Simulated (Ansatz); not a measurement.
WS2 (2H-MoS2 type, space group P6_3/mmc), map of one atom of the cell

Starting cell, WS₂ (2H-MoS2 type, space group P6_3/mmc):

```
CELL_PARAMETERS angstrom
      3.15429     0.00000     0.00000
     -1.57715     2.73170     0.00000
      0.00000     0.00000    12.14086
ATOMIC_POSITIONS crystal
  W  0.33333 0.66667 0.25000
  W  0.66667 0.33333 0.75000
  S  0.33333 0.66667 0.62030
  S  0.66667 0.33333 0.12030
  S  0.66667 0.33333 0.37970
  S  0.33333 0.66667 0.87970
```

In this cell atom 5 (S, nearest neighbour W at 2.408 Å; its periodic images, 3.2 Å or more away, move with it) is moved by u·(0.707, 0.707, 0.000) + v·(0.000, 0.000, 1.000); the rest is frozen.

Level of theory: PBE-D3(BJ) (plane waves to 420 eV, PAW, scalar-relativistic; Ansatz, a first-principles code). k mesh 10×10×3 (Γ-centred), Fermi-Dirac smearing 0.05 eV. The energy includes the smearing's −TS. Points where atoms come too close for the PAW data are left out (x in tables, blank in figures). As the smearing reaches across the gap at some points, energies and forces of such displacements shift with the k mesh and the smearing. Fu and Fv are the components of the force on the atom. Spin-orbit coupling is left out, though W is heavy. The PAW data are Ansatz's earlier set. WS2 is run without spin polarisation. WS2 was relaxed with its symmetry unable to fall. ΔE is measured from the undisplaced structure. Axes are in Å.

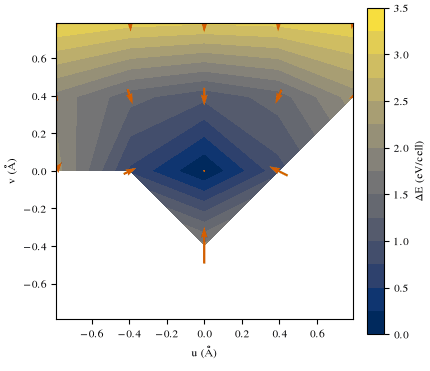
ΔE (eV/cell) over the plane, with arrows for the in-plane force on the moved atom.

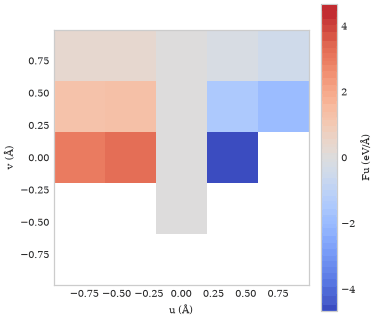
Fu (eV/Å) over the 5×5 grid of computed points.

Lowest place on the grid: u = 0.000 Å, v = 0.000 Å (0 meV/cell).

(A displaced cell: forces are minus the slopes of the energy, force constants its curvatures, and phonons follow from these.)
